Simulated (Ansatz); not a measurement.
## CH₇GeN: single-point calculation

The run: single-point calculation of CH₇GeN. Method and program: RKS PBE0-D4/def2-TZVPP (Ansatz 0.2.0).

The geometry is the product side of a reaction. The reaction was set up to form N2–H4 and to break Ge1–N2 and C3–H4 (atoms counted from 1 in the order of the input); sticks are drawn by distance alone. The geometry comes from this level: PBE0-D4/def2-TZVP.

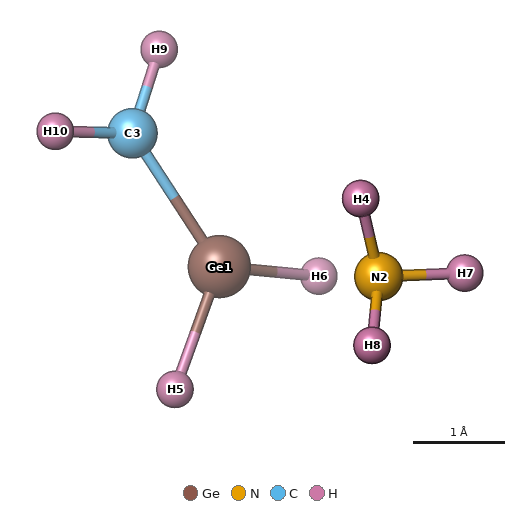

*The structure (ball-and-stick view, seen at a tilt; atoms are numbered from 1 in the order of the input). Sticks mark near contacts.*

The input
```yaml
crystal:
  periodic: [false, false, false]
  atoms:
    - {symbol: Ge, position_ang: [-0.864528, 0.124127, 0.494916]}
    - {symbol: N, position_ang: [1.592191, -0.154280, 0.400966]}
    - {symbol: C, position_ang: [-1.545790, 0.106797, -1.148147]}
    - {symbol: H, position_ang: [1.704399, -0.227322, -0.604196]}
    - {symbol: H, position_ang: [-0.631410, 1.430831, 1.260758]}
    - {symbol: H, position_ang: [-0.912094, -1.108484, 1.404174]}
    - {symbol: H, position_ang: [1.960469, -0.997951, 0.825803]}
    - {symbol: H, position_ang: [2.140005, 0.634021, 0.727114]}
    - {symbol: H, position_ang: [-1.824074, -0.821914, -1.628474]}
    - {symbol: H, position_ang: [-1.619169, 1.014176, -1.732914]}
basis:
  gaussian: {orbitals: def2-TZVPP}
hamiltonian: {xc: pbe0, dispersion: d4}
output: {orbitals: {seedname: orbitals}}
```

Command:
```bash
ansatz run in.yaml --threads 4 --pin off --events-out ev --progress --plain --max-ram 9574MiB
```

Output
```
Functional definition: PBE0
  name "PBE0"
  cite "Adamo & Barone, J. Chem. Phys. 110, 6158 (1999) doi:10.1063/1.478522"
  cite "Perdew, Burke & Ernzerhof, Phys. Rev. Lett. 77, 3865 (1996) doi:10.1103/PhysRevLett.77.3865"
  parent pbe
  parameter a = 0.25
  parameter kappa = 0.804
  parameter beta = 0.06672455060314922
  exchange = (1 - a)*pbe_x(kappa = kappa, mu = beta*pi^2/3) + a*exact_x
  correlation = pbe_c(beta = beta)
1149 factors; their error is unknown
mean field evaluation 1: about -59135.4695 eV, gradient 7.8e1 eV
mean field evaluation 2: about -59113.5853 eV, gradient 1.1e2 eV
mean field evaluation 4: about -59147.9631 eV, gradient 1.3e1 eV
mean field evaluation 8: about -59148.3169 eV, gradient 3.1e-1 eV
mean field evaluation 16: about -59148.5878 eV, gradient 1.2e-4 eV
mean field -59148.58779657 eV, -2173.6705091711 hartree, gradient 2.3e-5 eV, S^2 0.000000; 0 other end points of the search recorded, 0 dependent functions left out
reference -59148.58782658 eV, -2173.6705102739 hartree; 26, 26 occupied and 182, 182 virtual orbitals, 1149 factors
Total energy: -59148.72023257 eV, -2173.6753761043 hartree
```

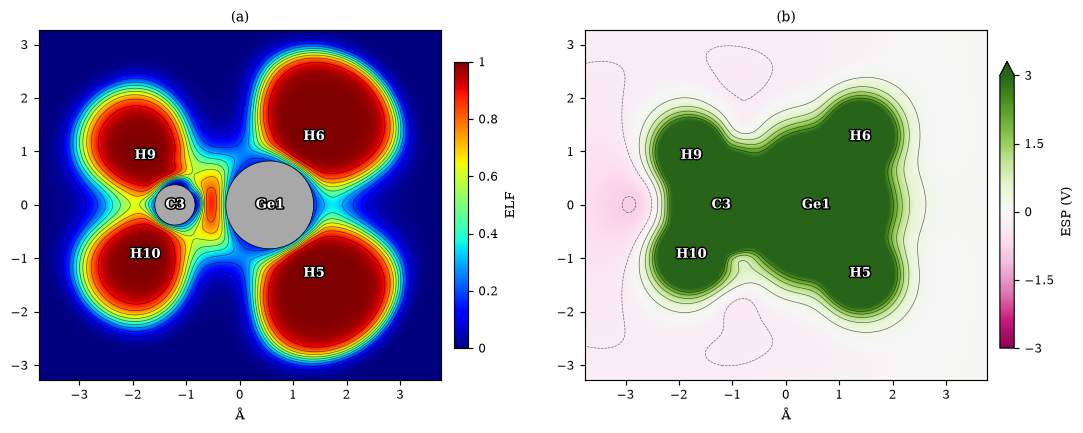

*(a) electron localisation function; (b) molecular electrostatic potential on the plane of atoms H9, C3 and H10. Grey discs, where drawn, cover atomic cores.*

C–Ge (1.78 Å): the ELF peaks at about 0.85 in the valence shell of C, 0.7 Å from its nucleus, and is about 0.55 at the midpoint. C–H (1.08 Å): the ELF climbs to about 1 towards the hydrogen, as it does in any bond to H (a covalent bond by its length). Ge–H (1.53 Å): the ELF climbs to about 1 towards the hydrogen.

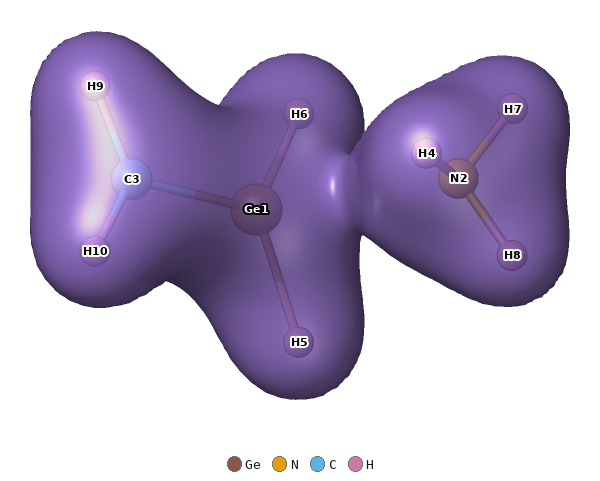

*Isosurface of the total electron density at 0.2 e/Å³ (purple), seen from the side.*

At this value the surface is in one piece. On the grid the lowest density along these lines, outside the cores, is 0.26 e/Å³ (Ge···N, 2.47 Å), 1.1 e/Å³ (C–Ge, 1.78 Å), 2.3 e/Å³ (N–H, 1.01 Å) and 1.9 e/Å³ (C–H, 1.08 Å).

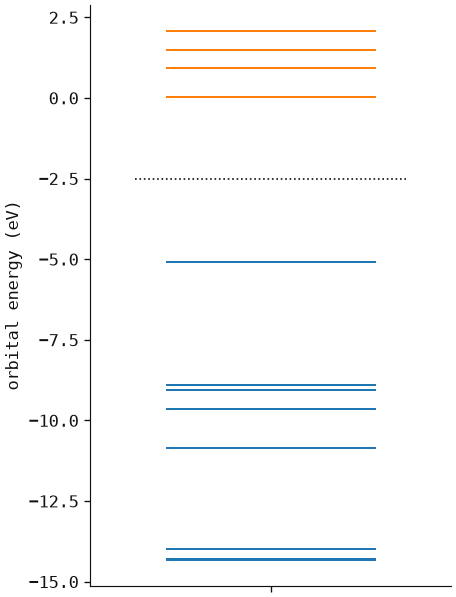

*Orbital energies near the frontier; the dotted line parts filled from empty levels, and levels within 0.02 eV of each other stand side by side.*

Highest filled −5.08 eV, lowest empty 0.04 eV, 5.12 eV apart.

Key numbers

| quantity | value |
| --- | --- |
| outcome | converged |
| total energy | −59148.7202 eV |
| mean-field energy | −59148.5878 eV |
| dispersion energy | −0.1324 eV |
| SCF solution under orbital rotations | stable |
| HOMO | −5.08 eV |
| LUMO | 0.04 eV |
| hardware | 4 threads of Arm Neoverse V2, 23 GiB of memory available, shared host |
| wall time | 1.7 s (CPU time 6.1 s) |
| peak memory | 0.43 GiB |
